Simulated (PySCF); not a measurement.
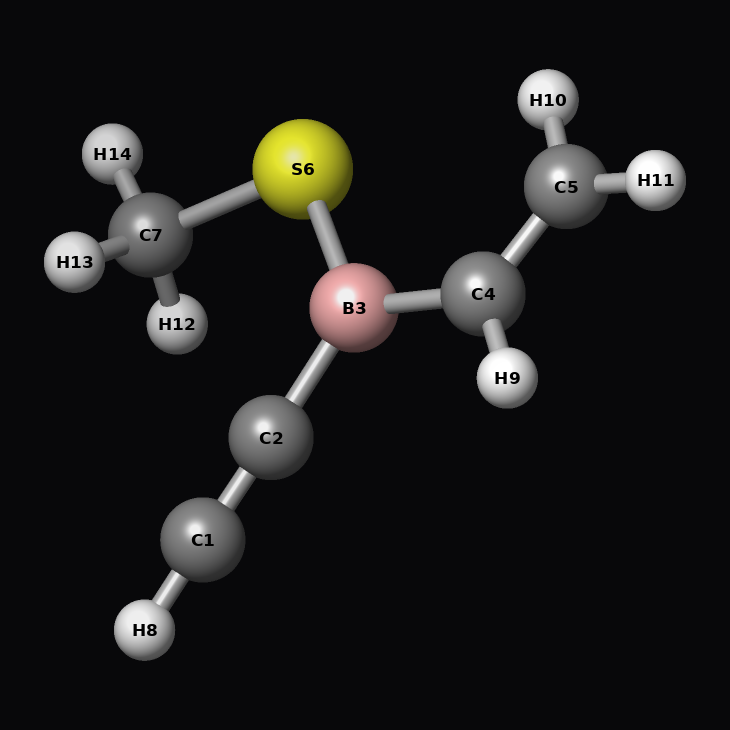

The geometry was computed by an optimisation with GFN2-xTB. No frequency run is at hand to confirm it as a minimum. Electric field gradients from the ground-state density, PBE0/pcSseg-1 (PySCF 2.14.0), non-relativistic apart from any core potentials.

Give the largest field-gradient component, the quadrupole coupling constant and the asymmetry for 11B at B3 (Q = 40.59 mb), 33S at S6 (Q = −67.81 mb).

| atom | V_zz (a.u.) | e²qQ/h (MHz) | η |
| --- | --- | --- | --- |
| B3 | 0.386 | 3.68 | 0.40 |
| S6 | 1.915 | −30.5 | 0.40 |

The geometry is semi-empirical. Around B such bond lengths and angles can be off by a tenth of an ångström or more and by several degrees, and values that hang on the shape move with them.
